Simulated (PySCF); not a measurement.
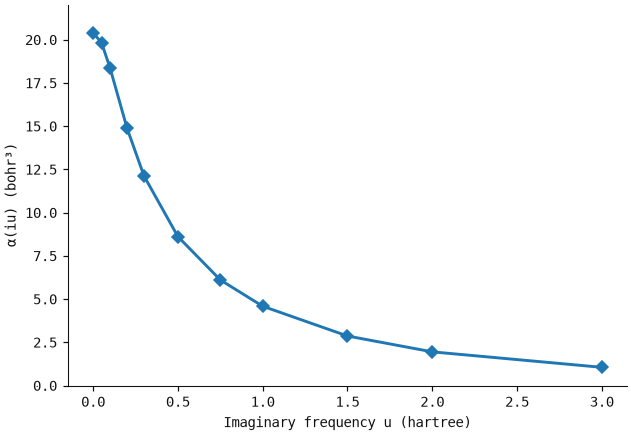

Dipole polarisability at imaginary frequency of Mo⁺ ([Kr] 4d⁵). Coupled response at the PBE0 level; PySCF, aug-cc-pVTZ-DK, spin-free X2C-1e, unrestricted single determinants, no spin-orbit coupling.

> What follows from the curve?

The static dipole polarisability is 20.4 bohr³; α(iu) falls to half of it near u = 0.40 hartree. The Casimir–Polder integral gives C₆ = 133 hartree bohr⁶ for two such species.
